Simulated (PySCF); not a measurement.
**C3H5ClOSi: electronic excitations at several levels of theory, part 1 of 2**

Aim: compute the electronic excitations of C3H5ClOSi (`CC1=C(Cl)O[SiH2]1`) at several levels, and see how far they spread and what each costs.

Programs: PySCF 2.14.0, with density-fitted response routines of our own. Each step states its level of theory. These are calculated values for one molecule in the gas phase, unless marked as measured. Atoms are numbered from 0 throughout.

## (1) The starting structure

11 atoms, charge 0, multiplicity 1; geometry from: PBE0-D3(BJ)/def2-SVP.

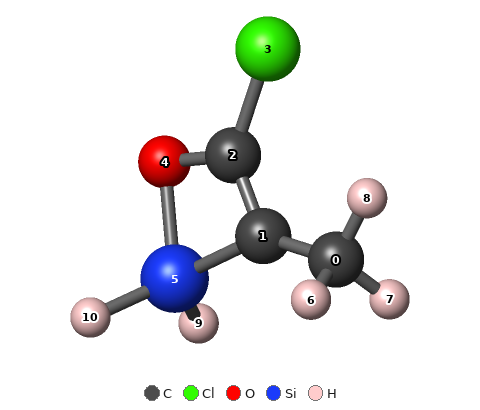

The starting geometry (carbon dark grey, chlorine green, oxygen red, silicon blue, hydrogen pink), atoms numbered.

## (2) TDDFT and polarisability: LDA/def2-SVPD

The job: settings as JSON, then the geometry in Å.

```
{"job": {"kind": "uv", "xc": "LDA", "basis": "def2-SVPD", "ip": true}, "charge": 0, "multiplicity": 1}
C     -1.496811    -0.597075     0.429786
C     -0.196274     0.025259     0.083804
C      0.126358     1.307034    -0.210508
Cl    -0.877863     2.692712    -0.315721
O      1.450372     1.483147    -0.464613
Si     1.611575    -0.238317    -0.177834
H     -1.764656    -1.405444    -0.269156
H     -1.484535    -1.034911     1.440898
H     -2.300843     0.154383     0.398267
H      2.510285    -0.514176     0.975037
H      2.098562    -0.935271    -1.398669
```

With the program's defaults for keys left out, this is: TDDFT LDA/def2-SVPD, vertical, gas phase, core orbitals frozen in the response.

Run with:

```
OMP_NUM_THREADS=1 python probes_run.py task.json out
```

This one command runs all jobs of the session in turn.

Log:

```text
coarse grid: 10696 points
cycle   1  E = -937.3744532729  dE =  7.635e-01  |g| = 7.708e-01  |ddm| = 5.717e+00
cycle   2  E = -936.8882877586  dE =  4.862e-01  |g| = 1.683e+00  |ddm| = 2.747e+00
cycle   3  E = -937.4924854926  dE = -6.042e-01  |g| = 2.355e-01  |ddm| = 1.896e+00
cycle   4  E = -937.4992647644  dE = -6.779e-03  |g| = 1.544e-01  |ddm| = 5.409e-01
cycle   5  E = -937.5044510267  dE = -5.186e-03  |g| = 5.784e-02  |ddm| = 2.681e-01
cycle   6  E = -937.5053600279  dE = -9.090e-04  |g| = 9.875e-03  |ddm| = 1.015e-01
cycle   7  E = -937.5053859683  dE = -2.594e-05  |g| = 3.344e-03  |ddm| = 2.539e-02
cycle   8  E = -937.5053885924  dE = -2.624e-06  |g| = 9.426e-04  |ddm| = 7.598e-03
final grid: 95368 points
cycle   9  E = -937.6303390910  dE = -2.617e-05  |g| = 2.888e-03  |ddm| = 1.002e-01
cycle  10  E = -937.6303335409  dE =  5.550e-06  |g| = 5.407e-03  |ddm| = 1.554e-02
cycle  11  E = -937.6303404342  dE = -6.893e-06  |g| = 1.643e-03  |ddm| = 1.084e-02
cycle  12  E = -937.6303410972  dE = -6.630e-07  |g| = 3.857e-04  |ddm| = 2.400e-03
cycle  13  E = -937.6303411220  dE = -2.478e-08  |g| = 1.712e-04  |ddm| = 6.333e-04
cycle  14  E = -937.6303411282  dE = -6.175e-09  |g| = 3.237e-05  |ddm| = 3.121e-04
cycle  15  E = -937.6303411284  dE = -2.324e-10  |g| = 9.419e-06  |ddm| = 7.819e-05
converged SCF energy = -937.6303411284

Static polarisability (au): isotropic 82.781, principal 61.238 83.616 103.488

Singlet excitations
state   eV       nm        f      main configurations
  1   4.1501    298.7   0.00099   H->L 1.00
  2   5.3602    231.3   0.00131   H->L+2 0.96
  3   5.4691    226.7   0.10786   H->L+1 0.88
  4   5.5333    224.1   0.00227   H->L+3 0.97
  5   6.0122    206.2   0.00417   H->L+4 0.99
  6   6.2498    198.4   0.03808   H-1->L 0.94
  7   6.3873    194.1   0.00028   H-2->L 0.60, H->L+5 0.39
  8   6.4037    193.6   0.00064   H->L+5 0.59, H-2->L 0.39
  9   6.6023    187.8   0.00344   H-1->L+1 0.94
 10   6.6412    186.7   0.00939   H-3->L 0.96

Triplet excitations (Tamm-Dancoff, eV): 4.0062 4.0250 5.1696 5.4808
Vertical ionisation energy (delta-SCF) = 8.7475 eV
Vertical electron affinity (delta-SCF) = -0.6127 eV
```

Run time: 49 s. Hardware: 1 thread of Arm Neoverse V1, shared host; peak memory 0.52 GiB.

Frontier orbitals and where they lie:

```csv
orbital,eV,atoms
HOMO−3,-8.24,"Cl3 61 %, C2 8 %, C0 7 %"
HOMO−2,-7.99,"Cl3 41 %, O4 25 %, Si5 12 %"
HOMO−1,-7.69,"C1 27 %, Cl3 27 %, Si5 17 %"
HOMO,-5.76,"C1 32 %, O4 24 %, C2 19 %"
LUMO,-1.68,"Si5 46 %, O4 12 %, H9 12 %"
LUMO+1,-1.28,"C2 35 %, C1 22 %, Cl3 13 %"
LUMO+2,-0.49,"Cl3 44 %, C2 23 %, Si5 10 %"
```

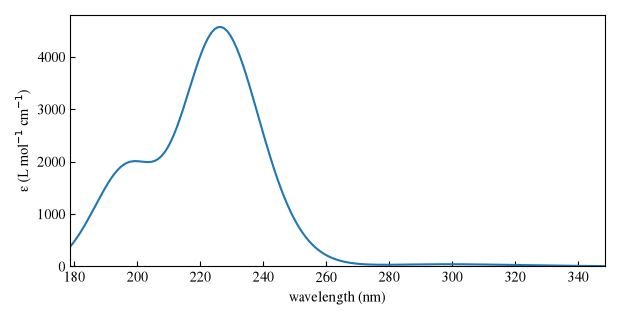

Absorption spectrum: each of the 10 states is a Gaussian band of 0.4 eV half-width at 1/e. Beyond the last state computed it falls off for lack of states.

Ground-state properties from the same run:

```csv
property,computed
dipole moment (D),2.47
polarisability (Å³),12.27
HOMO–LUMO gap (eV),4.08
−ε(HOMO) (eV),5.76
```

## (3) Excited states and response: PBE/def2-SVPD

Settings changed since step 2:

```diff
@@ -1,2 +1,2 @@
-{"job": {"kind": "uv", "xc": "LDA", "basis": "def2-SVPD", "ip": true}, "charge": 0, "multiplicity": 1}
+{"job": {"kind": "uv", "xc": "PBE", "basis": "def2-SVPD", "ip": true}, "charge": 0, "multiplicity": 1}
 C     -1.496811    -0.597075     0.429786
```

Level: TDDFT PBE/def2-SVPD, vertical, gas phase, core orbitals frozen in the response.

Log:

```text
coarse grid: 10696 points
cycle   1  E = -941.0222897167  dE =  7.710e-01  |g| = 7.697e-01  |ddm| = 5.734e+00
cycle   2  E = -940.5600666781  dE =  4.622e-01  |g| = 1.650e+00  |ddm| = 2.731e+00
cycle   3  E = -941.1392028318  dE = -5.791e-01  |g| = 2.354e-01  |ddm| = 1.894e+00
cycle   4  E = -941.1463637099  dE = -7.161e-03  |g| = 1.519e-01  |ddm| = 5.556e-01
cycle   5  E = -941.1514832976  dE = -5.120e-03  |g| = 5.509e-02  |ddm| = 2.598e-01
cycle   6  E = -941.1523124663  dE = -8.292e-04  |g| = 1.011e-02  |ddm| = 1.021e-01
cycle   7  E = -941.1523396509  dE = -2.718e-05  |g| = 3.545e-03  |ddm| = 2.575e-02
cycle   8  E = -941.1523428262  dE = -3.175e-06  |g| = 7.844e-04  |ddm| = 8.266e-03
final grid: 95368 points
cycle   9  E = -941.3051451145  dE =  2.174e-06  |g| = 1.513e-02  |ddm| = 1.053e-01
cycle  10  E = -941.3048700449  dE =  2.751e-04  |g| = 3.875e-02  |ddm| = 6.604e-02
cycle  11  E = -941.3051847427  dE = -3.147e-04  |g| = 5.635e-03  |ddm| = 5.320e-02
cycle  12  E = -941.3051929615  dE = -8.219e-06  |g| = 1.033e-03  |ddm| = 8.809e-03
cycle  13  E = -941.3051931960  dE = -2.345e-07  |g| = 2.676e-04  |ddm| = 2.303e-03
cycle  14  E = -941.3051932162  dE = -2.015e-08  |g| = 5.287e-05  |ddm| = 5.923e-04
cycle  15  E = -941.3051932169  dE = -6.994e-10  |g| = 1.546e-05  |ddm| = 1.345e-04
converged SCF energy = -941.3051932169

Static polarisability (au): isotropic 81.860, principal 60.341 82.756 102.483

Singlet excitations
state   eV       nm        f      main configurations
  1   4.2092    294.6   0.00104   H->L 1.00
  2   5.3401    232.2   0.00078   H->L+2 0.97
  3   5.4800    226.2   0.09176   H->L+1 0.75, H->L+3 0.17
  4   5.4964    225.6   0.02004   H->L+3 0.82, H->L+1 0.15
  5   5.9734    207.6   0.00367   H->L+4 1.00
  6   6.3311    195.8   0.00733   H->L+5 0.83, H-1->L 0.15
  7   6.3326    195.8   0.03405   H-1->L 0.79, H->L+5 0.16
  8   6.4924    191.0   0.00008   H-2->L 0.99
  9   6.6621    186.1   0.00301   H-1->L+1 0.95
 10   6.7341    184.1   0.00628   H-3->L 0.96

Triplet excitations (Tamm-Dancoff, eV): 3.8773 4.0550 5.1199 5.4322
Vertical ionisation energy (delta-SCF) = 8.5440 eV
Vertical electron affinity (delta-SCF) = -0.7371 eV
```

It took 63 s on 1 thread of Arm Neoverse V1, shared host; peak memory 0.64 GiB.

Key values: HOMO -5.61 eV, LUMO -1.46 eV; lowest singlet 4.21 eV.

## (4) Ultraviolet spectrum: B3LYP/def2-SVPD

Settings changed since step 3:

```diff
@@ -1,2 +1,2 @@
-{"job": {"kind": "uv", "xc": "PBE", "basis": "def2-SVPD", "ip": true}, "charge": 0, "multiplicity": 1}
+{"job": {"kind": "uv", "xc": "B3LYP", "basis": "def2-SVPD", "ip": true}, "charge": 0, "multiplicity": 1}
 C     -1.496811    -0.597075     0.429786
```

Level: TDDFT B3LYP/def2-SVPD, vertical, gas phase, core orbitals frozen in the response.

Log:

```text
coarse grid: 10696 points
cycle   1  E = -941.6700786779  dE =  8.658e-01  |g| = 7.276e-01  |ddm| = 5.433e+00
cycle   2  E = -941.4715215329  dE =  1.986e-01  |g| = 1.242e+00  |ddm| = 2.430e+00
cycle   3  E = -941.7753662771  dE = -3.038e-01  |g| = 1.430e-01  |ddm| = 1.515e+00
cycle   4  E = -941.7786278056  dE = -3.262e-03  |g| = 7.745e-02  |ddm| = 3.304e-01
cycle   5  E = -941.7799731336  dE = -1.345e-03  |g| = 2.550e-02  |ddm| = 1.366e-01
cycle   6  E = -941.7801458975  dE = -1.728e-04  |g| = 3.971e-03  |ddm| = 5.207e-02
cycle   7  E = -941.7801494763  dE = -3.579e-06  |g| = 1.516e-03  |ddm| = 1.192e-02
final grid: 95368 points
cycle   8  E = -941.9035710102  dE = -1.689e-05  |g| = 6.133e-03  |ddm| = 8.340e-02
cycle   9  E = -941.9035573501  dE =  1.366e-05  |g| = 9.462e-03  |ddm| = 2.694e-02
cycle  10  E = -941.9035802665  dE = -2.292e-05  |g| = 1.431e-03  |ddm| = 1.760e-02
cycle  11  E = -941.9035807077  dE = -4.412e-07  |g| = 2.780e-04  |ddm| = 2.130e-03
cycle  12  E = -941.9035807244  dE = -1.665e-08  |g| = 9.392e-05  |ddm| = 7.174e-04
cycle  13  E = -941.9035807265  dE = -2.169e-09  |g| = 2.959e-05  |ddm| = 2.159e-04
cycle  14  E = -941.9035807268  dE = -2.171e-10  |g| = 8.439e-06  |ddm| = 5.130e-05
converged SCF energy = -941.9035807268

Static polarisability (au): isotropic 79.104, principal 59.049 79.913 98.350

Singlet excitations
state   eV       nm        f      main configurations
  1   4.6613    266.0   0.00125   H->L 0.99
  2   5.7412    216.0   0.11588   H->L+1 0.75, H->L+2 0.16
  3   5.7690    214.9   0.03241   H->L+2 0.69, H->L+1 0.19, H->L+3 0.09
  4   5.9662    207.8   0.00138   H->L+3 0.83, H->L+2 0.12
  5   6.4358    192.6   0.00441   H->L+4 0.94
  6   6.8297    181.5   0.00181   H->L+5 0.95
  7   6.9123    179.4   0.03891   H-1->L 0.90
  8   7.0537    175.8   0.00423   H-1->L+1 0.96
  9   7.2377    171.3   0.00006   H-2->L 0.93
 10   7.4659    166.1   0.00200   H->L+6 0.95

Triplet excitations (Tamm-Dancoff, eV): 3.9068 4.5084 5.5300 5.8775
Vertical ionisation energy (delta-SCF) = 8.6967 eV
```

It took 35 s on 1 thread of Arm Neoverse V1, shared host; peak memory 0.78 GiB.

Key values: HOMO -6.56 eV, LUMO -0.83 eV; lowest singlet 4.66 eV.

## (5) Excited states and response: PBE0/def2-SVPD

Settings changed since step 4:

```diff
@@ -1,2 +1,2 @@
-{"job": {"kind": "uv", "xc": "B3LYP", "basis": "def2-SVPD", "ip": true}, "charge": 0, "multiplicity": 1}
+{"job": {"kind": "uv", "xc": "PBE0", "basis": "def2-SVPD", "ip": true}, "charge": 0, "multiplicity": 1}
 C     -1.496811    -0.597075     0.429786
```

Level: TDDFT PBE0/def2-SVPD, vertical, gas phase, core orbitals frozen in the response.

Log:

```text
coarse grid: 10696 points
cycle   1  E = -941.1744106803  dE =  8.820e-01  |g| = 6.606e-01  |ddm| = 5.464e+00
cycle   2  E = -941.0502996808  dE =  1.241e-01  |g| = 1.044e+00  |ddm| = 2.259e+00
cycle   3  E = -941.2634147200  dE = -2.131e-01  |g| = 1.062e-01  |ddm| = 1.379e+00
cycle   4  E = -941.2652128980  dE = -1.798e-03  |g| = 5.805e-02  |ddm| = 2.565e-01
cycle   5  E = -941.2659647830  dE = -7.519e-04  |g| = 1.964e-02  |ddm| = 1.068e-01
cycle   6  E = -941.2660655864  dE = -1.008e-04  |g| = 3.082e-03  |ddm| = 4.127e-02
cycle   7  E = -941.2660677125  dE = -2.126e-06  |g| = 1.178e-03  |ddm| = 9.665e-03
final grid: 95368 points
cycle   8  E = -941.3805610712  dE = -1.076e-05  |g| = 9.055e-03  |ddm| = 7.422e-02
cycle   9  E = -941.3805263815  dE =  3.469e-05  |g| = 1.564e-02  |ddm| = 3.736e-02
cycle  10  E = -941.3805783650  dE = -5.198e-05  |g| = 1.745e-03  |ddm| = 2.427e-02
cycle  11  E = -941.3805790764  dE = -7.114e-07  |g| = 3.239e-04  |ddm| = 3.267e-03
cycle  12  E = -941.3805791002  dE = -2.382e-08  |g| = 8.646e-05  |ddm| = 8.324e-04
cycle  13  E = -941.3805791020  dE = -1.808e-09  |g| = 2.696e-05  |ddm| = 1.843e-04
cycle  14  E = -941.3805791022  dE = -1.869e-10  |g| = 7.166e-06  |ddm| = 6.506e-05
converged SCF energy = -941.3805791022

Static polarisability (au): isotropic 78.282, principal 58.470 79.090 97.287

Singlet excitations
state   eV       nm        f      main configurations
  1   4.8188    257.3   0.00137   H->L 0.99
  2   5.8296    212.7   0.15046   H->L+1 0.94
  3   5.9789    207.4   0.00106   H->L+2 0.78, H->L+3 0.18
  4   6.2129    199.6   0.00099   H->L+3 0.73, H->L+2 0.17
  5   6.6643    186.0   0.00539   H->L+4 0.89
  6   7.0483    175.9   0.04050   H-1->L 0.90
  7   7.1209    174.1   0.00023   H->L+5 0.69, H-1->L+1 0.25
  8   7.1693    172.9   0.00627   H-1->L+1 0.72, H->L+5 0.25
  9   7.3956    167.6   0.00006   H-2->L 0.90
 10   7.7568    159.8   0.00175   H->L+6 0.92

Triplet excitations (Tamm-Dancoff, eV): 3.8795 4.6455 5.7024 6.1054
Vertical ionisation energy (delta-SCF) = 8.7029 eV
```

It took 35 s on 1 thread of Arm Neoverse V1, shared host; peak memory 0.78 GiB.

This run: HOMO -6.79 eV, LUMO -0.61 eV; lowest singlet 4.82 eV.

## (6) Excited states and response: BHandHLYP/def2-SVPD

Settings changed since step 5:

```diff
@@ -1,2 +1,2 @@
-{"job": {"kind": "uv", "xc": "PBE0", "basis": "def2-SVPD", "ip": true}, "charge": 0, "multiplicity": 1}
+{"job": {"kind": "uv", "xc": "BHandHLYP", "basis": "def2-SVPD", "ip": true}, "charge": 0, "multiplicity": 1}
 C     -1.496811    -0.597075     0.429786
```

With the program's defaults for keys left out, this is: TDDFT BHandHLYP/def2-SVPD, vertical, gas phase, core orbitals frozen in the response.

Log:

```text
coarse grid: 10696 points
cycle   1  E = -941.5793901848  dE =  1.025e+00  |g| = 6.529e-01  |ddm| = 5.140e+00
cycle   2  E = -941.5578415524  dE =  2.155e-02  |g| = 7.773e-01  |ddm| = 2.278e+00
cycle   3  E = -941.6720965970  dE = -1.143e-01  |g| = 7.035e-02  |ddm| = 1.240e+00
cycle   4  E = -941.6728879699  dE = -7.914e-04  |g| = 4.193e-02  |ddm| = 1.860e-01
cycle   5  E = -941.6733086579  dE = -4.207e-04  |g| = 1.313e-02  |ddm| = 8.992e-02
cycle   6  E = -941.6733514639  dE = -4.281e-05  |g| = 2.152e-03  |ddm| = 3.030e-02
cycle   7  E = -941.6733531159  dE = -1.652e-06  |g| = 8.442e-04  |ddm| = 6.672e-03
final grid: 95368 points
cycle   8  E = -941.7535614601  dE = -1.012e-05  |g| = 2.488e-03  |ddm| = 5.058e-02
cycle   9  E = -941.7535616146  dE = -1.545e-07  |g| = 2.360e-03  |ddm| = 1.023e-02
cycle  10  E = -941.7535630743  dE = -1.460e-06  |g| = 2.463e-04  |ddm| = 5.072e-03
cycle  11  E = -941.7535630878  dE = -1.350e-08  |g| = 1.039e-04  |ddm| = 6.478e-04
cycle  12  E = -941.7535630902  dE = -2.422e-09  |g| = 4.116e-05  |ddm| = 1.990e-04
cycle  13  E = -941.7535630906  dE = -3.515e-10  |g| = 7.320e-06  |ddm| = 8.602e-05
converged SCF energy = -941.7535630906

Static polarisability (au): isotropic 75.811, principal 57.240 76.454 93.738

Singlet excitations
state   eV       nm        f      main configurations
  1   5.3163    233.2   0.00164   H->L 0.96
  2   6.0978    203.3   0.19790   H->L+1 0.92
  3   6.3611    194.9   0.00034   H->L+2 0.63, H->L+3 0.24
  4   6.6982    185.1   0.00102   H->L+3 0.46, H->L+2 0.19, H->L+4 0.18
  5   7.1352    173.8   0.00720   H->L+4 0.69, H->L+2 0.12, H->L+3 0.11
  6   7.5491    164.2   0.00579   H-1->L+1 0.82
  7   7.5959    163.2   0.04465   H-1->L 0.80
  8   7.6322    162.4   0.00434   H->L+5 0.76, H->L+3 0.10
  9   7.9857    155.3   0.00022   H-2->L 0.67, H-4->L 0.24
 10   8.2076    151.1   0.00279   H->L+8 0.41, H->L+7 0.34, H->L+5 0.12

Triplet excitations (Tamm-Dancoff, eV): 3.8850 5.1475 6.0939 6.5198
Vertical ionisation energy (delta-SCF) = 8.6797 eV
```

Wall time 36 s (1 thread of Arm Neoverse V1, shared host); peak memory 0.81 GiB.

Key values: HOMO -7.82 eV, LUMO 0.21 eV; lowest singlet 5.32 eV.

## (7) Ultraviolet spectrum: CAM-B3LYP/def2-SVPD

Settings changed since step 6:

```diff
@@ -1,2 +1,2 @@
-{"job": {"kind": "uv", "xc": "BHandHLYP", "basis": "def2-SVPD", "ip": true}, "charge": 0, "multiplicity": 1}
+{"job": {"kind": "uv", "xc": "CAM-B3LYP", "basis": "def2-SVPD", "ip": true}, "charge": 0, "multiplicity": 1}
 C     -1.496811    -0.597075     0.429786
```

Method: TDDFT CAM-B3LYP/def2-SVPD, vertical, gas phase, core orbitals frozen in the response.

Log:

```text
coarse grid: 10696 points
cycle   1  E = -941.5603639952  dE =  1.009e+00  |g| = 7.110e-01  |ddm| = 5.173e+00
cycle   2  E = -941.4988434542  dE =  6.152e-02  |g| = 9.543e-01  |ddm| = 2.453e+00
cycle   3  E = -941.6665029740  dE = -1.677e-01  |g| = 8.750e-02  |ddm| = 1.367e+00
cycle   4  E = -941.6677252391  dE = -1.222e-03  |g| = 5.005e-02  |ddm| = 2.196e-01
cycle   5  E = -941.6683001631  dE = -5.749e-04  |g| = 1.447e-02  |ddm| = 9.280e-02
cycle   6  E = -941.6683525101  dE = -5.235e-05  |g| = 2.357e-03  |ddm| = 3.461e-02
cycle   7  E = -941.6683544485  dE = -1.938e-06  |g| = 8.943e-04  |ddm| = 7.629e-03
final grid: 95368 points
cycle   8  E = -941.7940936591  dE = -1.763e-05  |g| = 3.120e-03  |ddm| = 5.547e-02
cycle   9  E = -941.7940935425  dE =  1.166e-07  |g| = 3.206e-03  |ddm| = 1.258e-02
cycle  10  E = -941.7940960768  dE = -2.534e-06  |g| = 4.500e-04  |ddm| = 6.241e-03
cycle  11  E = -941.7940961143  dE = -3.746e-08  |g| = 1.604e-04  |ddm| = 8.265e-04
cycle  12  E = -941.7940961194  dE = -5.163e-09  |g| = 5.998e-05  |ddm| = 2.801e-04
cycle  13  E = -941.7940961203  dE = -8.754e-10  |g| = 1.032e-05  |ddm| = 1.446e-04
converged SCF energy = -941.7940961203

Static polarisability (au): isotropic 77.542, principal 58.495 78.380 95.751

Singlet excitations
state   eV       nm        f      main configurations
  1   5.1133    242.5   0.00156   H->L 0.96
  2   5.8849    210.7   0.16930   H->L+1 0.94
  3   6.1585    201.3   0.00029   H->L+2 0.61, H->L+3 0.26
  4   6.4811    191.3   0.00078   H->L+3 0.46, H->L+2 0.20, H->L+4 0.19
  5   6.9847    177.5   0.00716   H->L+4 0.67, H->L+2 0.14, H->L+3 0.09
  6   7.2806    170.3   0.01387   H-1->L+1 0.65, H-1->L 0.25
  7   7.3017    169.8   0.02683   H-1->L 0.59, H-1->L+1 0.28
  8   7.4628    166.1   0.00407   H->L+5 0.74, H->L+3 0.09
  9   7.6355    162.4   0.00014   H-2->L 0.69, H-5->L 0.24
 10   8.0331    154.3   0.00272   H->L+6 0.40, H->L+8 0.28, H->L+5 0.14

Triplet excitations (Tamm-Dancoff, eV): 3.8737 4.9431 5.9080 6.3235
Vertical ionisation energy (delta-SCF) = 8.7779 eV
```

Run time: 42 s. Hardware: 1 thread of Arm Neoverse V1, shared host; peak memory 0.93 GiB.

Key values: HOMO -8.07 eV, LUMO 0.34 eV; lowest singlet 5.11 eV.

## (8) Excited states and response: wB97X-D/def2-SVPD

Settings changed since step 7:

```diff
@@ -1,2 +1,2 @@
-{"job": {"kind": "uv", "xc": "CAM-B3LYP", "basis": "def2-SVPD", "ip": true}, "charge": 0, "multiplicity": 1}
+{"job": {"kind": "uv", "xc": "wB97X-D", "basis": "def2-SVPD", "ip": true}, "charge": 0, "multiplicity": 1}
 C     -1.496811    -0.597075     0.429786
```

Level: TDDFT wB97X-D/def2-SVPD, vertical, gas phase, core orbitals frozen in the response.

Log:

```text
coarse grid: 10696 points
cycle   1  E = -941.5637743351  dE =  1.033e+00  |g| = 7.074e-01  |ddm| = 5.039e+00
cycle   2  E = -941.5350810250  dE =  2.869e-02  |g| = 8.647e-01  |ddm| = 2.417e+00
cycle   3  E = -941.6714323012  dE = -1.364e-01  |g| = 7.910e-02  |ddm| = 1.290e+00
cycle   4  E = -941.6725369618  dE = -1.105e-03  |g| = 4.348e-02  |ddm| = 2.129e-01
cycle   5  E = -941.6729890322  dE = -4.521e-04  |g| = 1.237e-02  |ddm| = 8.797e-02
cycle   6  E = -941.6730293808  dE = -4.035e-05  |g| = 2.061e-03  |ddm| = 3.406e-02
cycle   7  E = -941.6730315151  dE = -2.134e-06  |g| = 8.170e-04  |ddm| = 7.856e-03
final grid: 95368 points
cycle   8  E = -941.7975436121  dE = -7.457e-05  |g| = 3.909e-03  |ddm| = 1.393e-01
cycle   9  E = -941.7975456890  dE = -2.077e-06  |g| = 3.078e-03  |ddm| = 1.913e-02
cycle  10  E = -941.7975475573  dE = -1.868e-06  |g| = 7.726e-04  |ddm| = 4.694e-03
cycle  11  E = -941.7975476790  dE = -1.217e-07  |g| = 3.618e-04  |ddm| = 1.681e-03
cycle  12  E = -941.7975477099  dE = -3.089e-08  |g| = 8.284e-05  |ddm| = 8.598e-04
cycle  13  E = -941.7975477130  dE = -3.053e-09  |g| = 3.389e-05  |ddm| = 2.269e-04
cycle  14  E = -941.7975477135  dE = -4.902e-10  |g| = 1.063e-05  |ddm| = 1.266e-04
converged SCF energy = -941.7975477135

Static polarisability (au): isotropic 77.312, principal 58.281 78.188 95.466

Singlet excitations
state   eV       nm        f      main configurations
  1   5.2078    238.1   0.00178   H->L 0.96
  2   5.8932    210.4   0.16464   H->L+1 0.94
  3   6.3136    196.4   0.00042   H->L+3 0.45, H->L+2 0.40
  4   6.6291    187.0   0.00019   H->L+2 0.32, H->L+4 0.29, H->L+3 0.28
  5   7.2125    171.9   0.01099   H->L+4 0.40, H-1->L+1 0.29, H->L+2 0.15
  6   7.3045    169.7   0.00111   H-1->L+1 0.65, H->L+4 0.18, H->L+2 0.09
  7   7.3686    168.3   0.03926   H-1->L 0.82, H-3->L 0.09
  8   7.7014    161.0   0.00018   H-2->L 0.68, H-5->L 0.27
  9   7.7658    159.7   0.00360   H->L+5 0.71, H->L+6 0.10
 10   8.1520    152.1   0.00038   H-3->L+1 0.97

Triplet excitations (Tamm-Dancoff, eV): 3.9660 5.0545 6.0688 6.5794
Vertical ionisation energy (delta-SCF) = 8.7509 eV
```

It took 40 s on 1 thread of Arm Neoverse V1, shared host; peak memory 0.85 GiB.

This run: HOMO -8.60 eV, LUMO 1.14 eV; lowest singlet 5.21 eV.

(Continued in part 2 of 2.)
